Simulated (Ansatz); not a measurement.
MgS (rock salt)

```
CELL_PARAMETERS angstrom
      0.00000     2.60155     2.60155
      2.60155     0.00000     2.60155
      2.60155     2.60155     0.00000
ATOMIC_POSITIONS crystal
  S  0.00000 0.00000 0.00000
  Mg 0.50000 0.50000 0.50000
```

Equation-of-state scan: isotropic scaling of the cell above, V₀ being its volume. Symmetry pins the atoms to their sites.

Calculation: r2SCAN (plane waves to 500 eV, PAW, scalar-relativistic; Ansatz, a quantum-chemistry and plane-wave program). k mesh 12×12×12 (Γ-centred), Fermi-Dirac smearing 0.05 eV. Energies are smeared free energies. MgS was relaxed with its symmetry unable to fall. ΔE is measured from the relaxed starting cell.

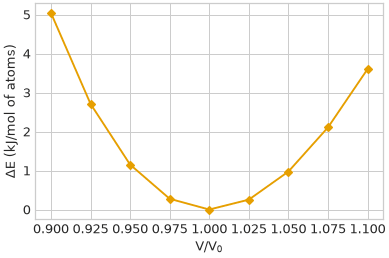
ΔE (kJ/mol of atoms) against V/V₀; computed points joined by lines.

The bulk modulus B₀ (third-order Birch-Murnaghan fit) is 79.8 GPa and the energy cost of the largest expansion is 37.3 meV/atom. The pressure derivative B₀′ (fit) comes out as 4.0. The pressure at the smallest volume comes out as 10.4 GPa and the energy cost of the largest compression is 52.3 meV/atom.

Check by three points about V = 17.607 Å³/atom, step 0.440: d²E/dV² ≈ (2.9 − 2·0.0 + 2.6) meV / 0.440² = 0.0284 eV/Å⁶, and V·d²E/dV² × 160.2 = 80.1 GPa.

(Under strain, the slope of the energy per volume gives the stress and its curvature an elastic modulus.)
